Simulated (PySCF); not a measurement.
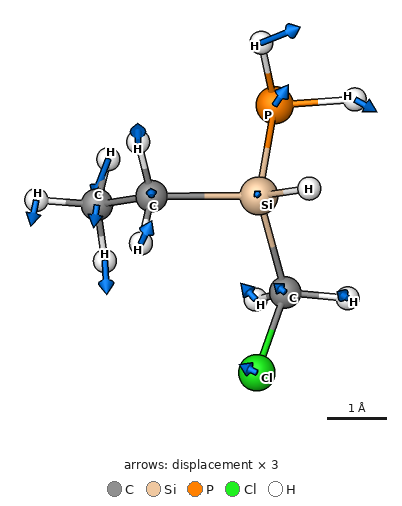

This is a relaxation of C3H10ClPSi. The starting structure is drawn; blue arrows show the displacements, magnified 3 times. The two geometries are superimposed by the best rigid fit.

Style: ball-and-stick. Shown at a tilt.

The start comes from GFN2-xTB.

All numbers below come from PBE0-D3(BJ)/def2-SVP geometry optimisation, gas phase in PySCF. 

> Atoms of which element are displaced furthest, and by how much?

Hydrogen: up to 0.31 Å, against 0.16 Å for phosphorus.

> What did the optimiser do to the structure, and how much energy did it gain?

Over 9 geometry steps the energy falls by 2.71 kcal/mol. The largest force component goes from 1 to 0.015 eV/Å. The forces were under the threshold at step 3, but the run went on from there. The atom that moves furthest after the best rigid fit is an H atom (0.31 Å). Largest moves by element: H 0.31 Å, P 0.16 Å, C 0.14 Å, Cl 0.12 Å, Si 0.04 Å. Among the contacts that change: H–P 1.383 → 1.429 Å, C–Si 1.908 → 1.882 Å, P–Si 2.251 → 2.275 Å, H–Si 1.473 → 1.495 Å. Bond angles that change, for instance: P–Si–H 116.3° → 112.4°, Si–C–H 109.7° → 106.8°. The run took about 100 core-seconds on a shared host.
